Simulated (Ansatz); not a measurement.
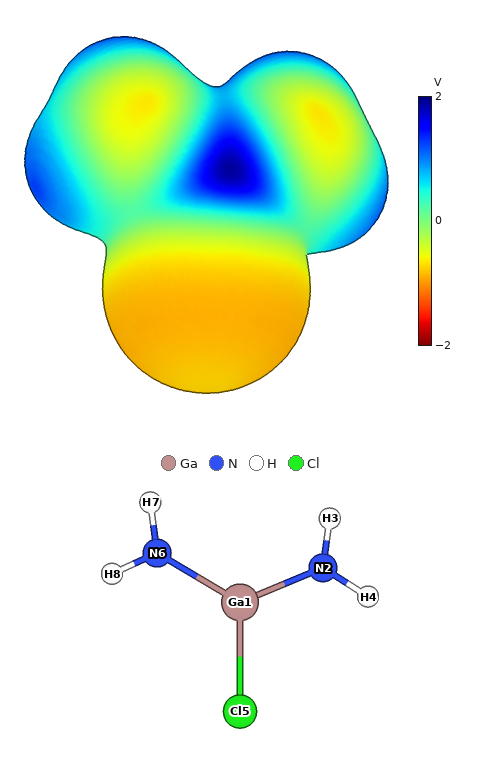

ClGaH₄N₂. The molecular electrostatic potential painted on the density surface at 0.001 e/bohr³, seen at a tilt; the colour scale runs from red (negative) to blue (positive). The bare structure is drawn below in the same view.

The calculation used RHF/def2-SVP (Ansatz).

The calculation's input:

```
crystal:
  periodic: [false, false, false]
  atoms:
    - { symbol: Ga, position_ang: [0.0, 0.0, 0.0] }
    - { symbol: "N", position_ang: [0.0, 0.0, 1.93] }
    - { symbol: H, position_ang: [-0.877, -0.2713, 2.46] }
    - { symbol: H, position_ang: [0.877, 0.2713, 2.46] }
    - { symbol: Cl, position_ang: [1.9398, 0.0, -1.12] }
    - { symbol: "N", position_ang: [-1.6714, 0.0, -0.965] }
    - { symbol: H, position_ang: [-2.3403, -0.8164, -0.8664] }
    - { symbol: H, position_ang: [-1.9204, 0.8164, -1.5936] }
basis:
  gaussian: { orbitals: def2-SVP }
hamiltonian:
  xc: hf
relax:
  f_tol: 0.02
  max_steps: 40
output:
  orbitals: {}
```

Run with:

```sh
ansatz run input.yaml --threads 1 --pin off --max-ram 2048MiB --backend cpu --events-out ev --progress --plain --runs-dir out
```

The fields are those of the run's last geometry, not of the input's.

> Where is the surface potential most negative and most positive?

The most negative region (about −0.9 V) lies over Cl5, the most positive (about +1.8 V) over Ga1.
